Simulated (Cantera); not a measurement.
Feed: 1 mol CH₃SiH₃, 0.61 mol HCl, 570 mol H₂, at 210 Torr.

Cantera equilibrium calculation (NASA polynomials, part measured and part estimated; ideal gas, pure solids and liquids). Candidate condensed phases: C, C₆H₆, C₇H₈, C₈H₁₈, Si, SiC; 109 gas species. The feed counts by its element totals alone. Mutual solubility and eutectic melting of coexisting phases are not modelled. Gases not in the tables: Si₂H₆ and higher silanes. Rates play no part.

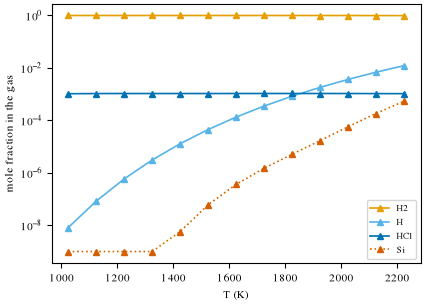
*Equilibrium gas composition (values under 1e-9 drawn at 1e-9)*

At 1025 K the condensed part is SiC(s). From 1125 K to 1425 K the condensed part is Si(s) + SiC(s). From 1525 K to 2225 K the condensed part is SiC(s). The main Si-bearing gas is SiHCl₃ at 1025 K and Si at 2225 K.
